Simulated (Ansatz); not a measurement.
# C$_{3}$H$_{9}$AlF$_{2}$O (SMILES C[C@H](F)[O+]([AlH3-])CF): what the fields show

```xyz
16

C     1.5071   -1.6161   -2.1195
C     1.8683   -0.3576   -1.3844
C     0.9209    1.5416   -0.2903
Al   -1.1609   -0.6613   -0.5312
F     2.7921   -0.6105   -0.4069
F     0.8879    2.3813   -1.3577
O     0.7180    0.2104   -0.7396
H     1.1076   -2.3630   -1.4188
H     0.7572   -1.4076   -2.8946
H     2.4148   -2.0167   -2.5920
H     2.2852    0.4203   -2.0436
H    -1.7312    0.5198    0.3789
H    -1.6287   -0.7244   -2.0540
H    -0.7761   -2.0351    0.1792
H     0.0932    1.7634    0.3943
H     1.9062    1.6069    0.1949
```

Geometry: B3LYP-D3(BJ)/def2-SVP.

Theory: isolated molecule in a Gaussian basis; Kohn-Sham density functional theory, functional PBE0 in Ansatz.

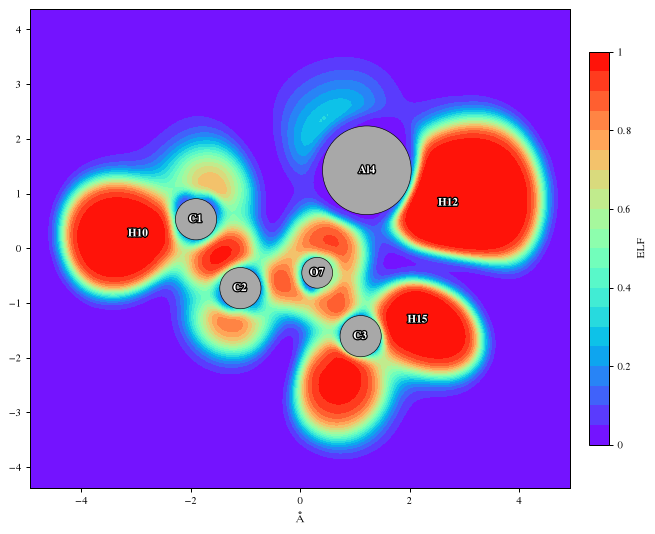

Figure 1. Electron localisation function on the plane of atoms O7, Al4 and H12. Grey discs cover the atomic cores.

Q: What do the fields say about this system?

A:
- The section cuts through C, Al, O and H sites.
- C–O (1.42 Å): the ELF peaks at about 0.90 between the atoms; a polar covalent bond.
- C–C (1.50 Å): the ELF peaks at about 0.95 between the atoms: localised, covalent bonding.
- Al–O (2.08 Å): the ELF peaks at about 0.90 in the valence shell of O, 0.7 Å from its nucleus, and is about 0.40 at the midpoint.
- C–H (1.10 Å): the ELF climbs to about 1 towards the hydrogen, as it does in any bond to H: a covalent bond by its length.
- Al–H (1.60 Å): the ELF climbs to about 1 towards the hydrogen.

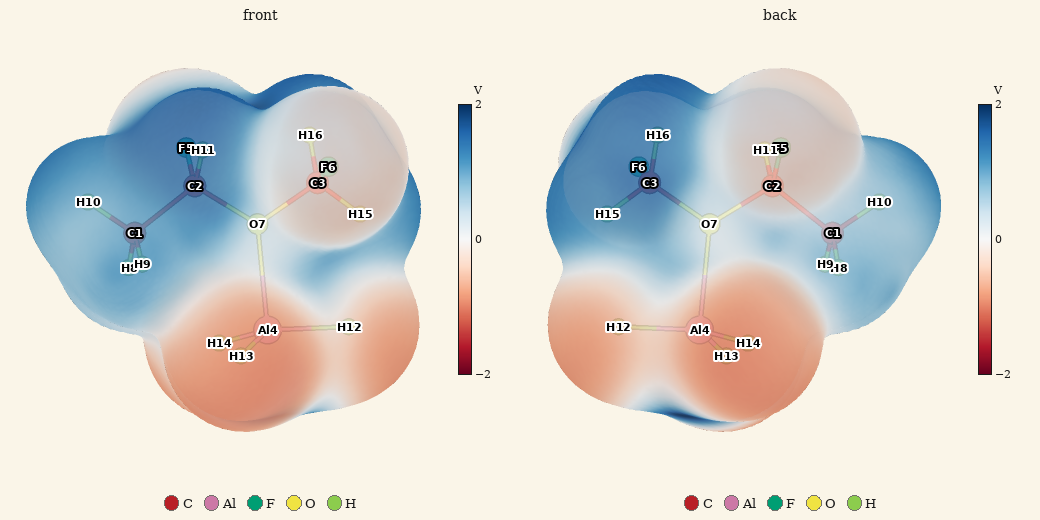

Figure 2. The electrostatic potential painted on the density surface at 0.002 e/bohr³, seen from the front and from behind; red is negative and blue positive.

Q: Describe the electrostatic potential map.

A: The most negative region (about −1.0 V) lies over H13 and H14, the most positive (about +1.8 V) over C2, C3, Al4 and H11.

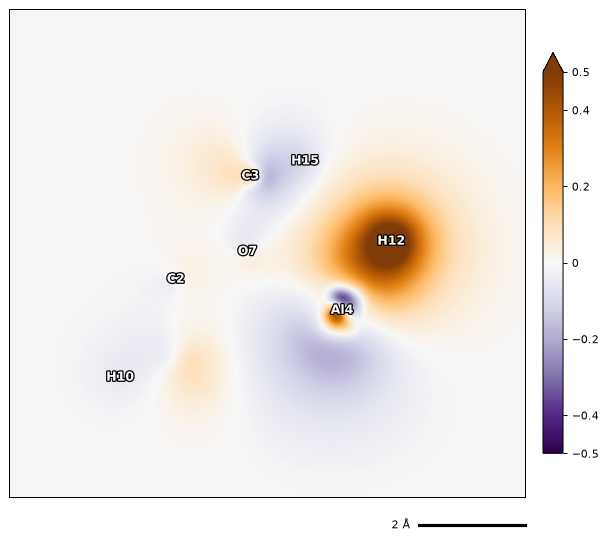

Figure 3. The HOMO−1 on the plane of atoms C2, O7 and Al4 (values in Å⁻³ᐟ²; the overall sign is arbitrary).

Q: Describe this orbital and give its energy.

A: Its weight (Hirshfeld) is mainly on H12 (about 40 %), Al4 (about 35 %), H14 (about 15 %) and H13 (about 10 %). Its energy is −7.81 eV.
